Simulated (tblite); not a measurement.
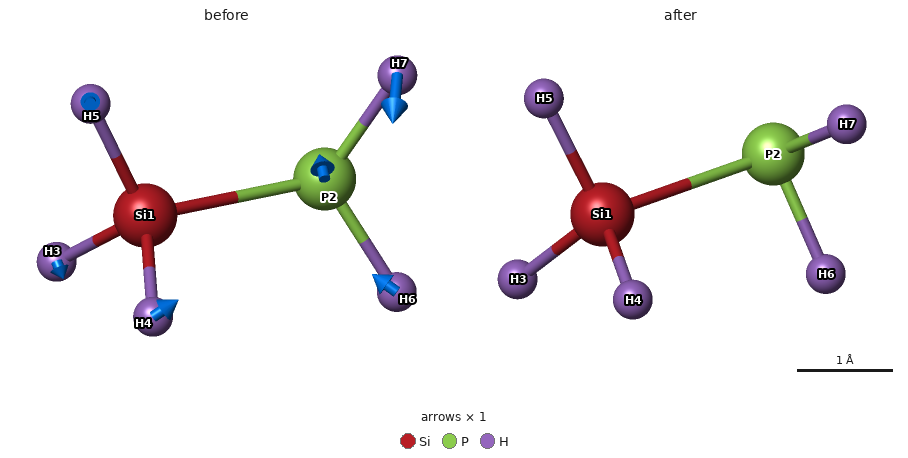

The structure of SiH$_{3}$PH$_{2}$ before (left) and after (right) a relaxation, at one scale. The blue arrows give the displacements, at their true length.

Style: ball-and-stick. Shown at a tilt.

Theory: tblite, GFN2-xTB geometry optimisation, gas phase. 

### Describe what moved and what it gained.

Over 50 geometry steps the energy falls by 19.7 kcal/mol. The largest move after the best rigid fit is that of H7, 0.63 Å. By element the largest moves are H 0.63 Å, P 0.34 Å, Si 0.06 Å. Near-neighbour distances that change, for instance: Si1–P2 2.175 → 2.235 Å, P2–H6 1.442 → 1.383 Å, Si1–H3 1.474 → 1.462 Å, Si1–H4 1.470 → 1.465 Å. Bond angles that change, for instance: H6–P2–H7 115.0° → 92.5°, Si1–P2–H7 115.1° → 95.6°, Si1–P2–H6 114.0° → 95.8°.
